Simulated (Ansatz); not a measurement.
Zr4BeNb3

The calculation's input:

```
crystal:
  lattice:
    - [3.0609471779, 1.7672386771, 4.8469556618]
    - [-3.0609471779, 1.7672386771, 4.8469556618]
    - [0.0, -3.5344773543, 4.8469556618]
  atoms:
    - { symbol: Zr, position: [0.5, 0.5, 0.5] }
    - { symbol: Zr, position: [0.0, 0.0, 0.5] }
    - { symbol: Zr, position: [0.5, 0.0, 0.0] }
    - { symbol: Zr, position: [0.0, 0.5, 0.0] }
    - { symbol: Be, position: [0.0, 0.0, 0.0] }
    - { symbol: Nb, position: [0.5, 0.5, 0.0] }
    - { symbol: Nb, position: [0.0, 0.5, 0.5] }
    - { symbol: Nb, position: [0.5, 0.0, 0.5] }
basis:
  ecutwfc: 420
kpoints:
  mp_grid: { grid: [6, 6, 6] }
hamiltonian:
  xc: pbe
scf:
  occupations: { method: gaussian, width: 0.1 }
output:
  forces: true
  stress: true
  eigenvalues: true
  write_density: true
  write_potential: true
  elf: true
  volumetric_format: npy
relax:
  adjacent_minimum: "off"
  f_tol: 0.01
  max_steps: 80
  cell: { stress_tol: 0.05 }
```

Command:

```sh
ansatz run input.yaml --threads 1 --pin off --max-ram 2560MiB --backend cpu --events-out ev --progress --plain --runs-dir out
```

Below, planes, directions and counts refer to the conventional cell (a = 6.11 Å, b = 6.11 Å, c = 14.66 Å, α = 90.00°, β = 90.00°, γ = 120.00°).

The fields are those of the relaxed geometry.

Space group R-3m; a generated structure, not necessarily the stable one; computed without spin polarisation.

Method: Ansatz, DFT PBE, scalar-relativistic, plane waves, PAW.

Question: What will maps of the valence pseudo-density and electron localisation function show?

Answer: Be–Nb (3.05 Å): ρ at the midpoint is about 0.16 e/Å³; the ELF is about 0.25 at the midpoint (no shared electron pair shows on this line).
Zr–Zr (3.05 Å): ρ at the midpoint is about 0.21 e/Å³; the ELF is about 0.20 at the midpoint (no localised pair shows between them).

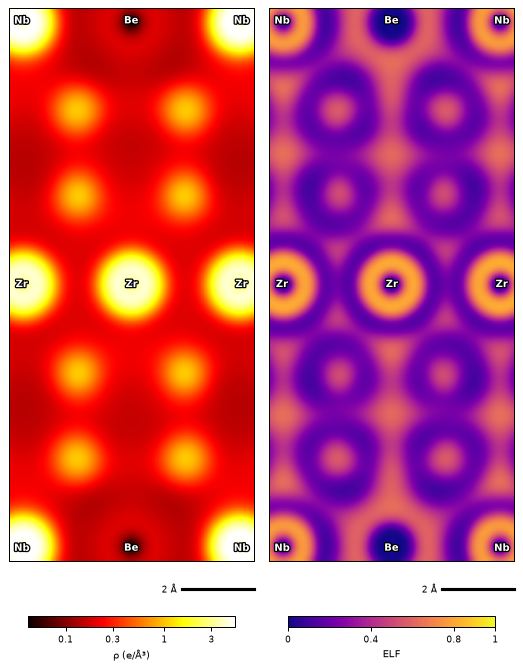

Computed valence pseudo-density and electron localisation function on the (100) plane of the conventional cell, in this order. Atoms just off the plane (Zr, 0.9 Å away and Nb, 0.9 Å away) can leave unmarked features too.

In a PAW calculation such maps are meaningful between the atoms, not at the nuclei.
